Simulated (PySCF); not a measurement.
Vertical excitations of a molecule GeH7NOSi from TDA-PBE/def2-SVPD (PySCF), as energy in eV (oscillator strength): 5.80 (0.129), 6.00 (0.009), 6.08 (0.001), 6.27 (0.015), 6.44 (0.012), 6.64 (0.018), 6.70 (0.012), 6.95 (0.012), 7.08 (0.048), 7.11 (0.000). Lowest triplet (TDA): 5.45 eV. Geometry: PBE0-D3(BJ)/def2-SVP. One conformer was computed; it need not be the lowest.

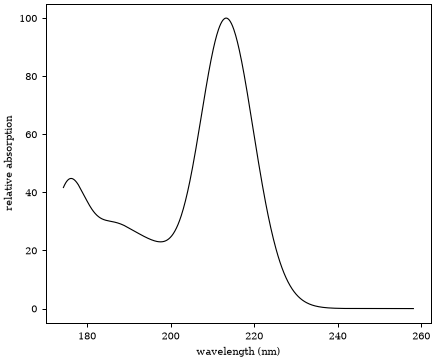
Fig. 1. The lines broadened by 0.4 eV.

### Question
Which molecule gave these data?
A) N[Si@H](O)[GeH3]
B) N[SiH2][O][GeH3]
C) O[SiH2][NH][GeH3]
D) [NH2][GeH2][SiH2]O

### Answer
B, N[SiH2][O][GeH3]
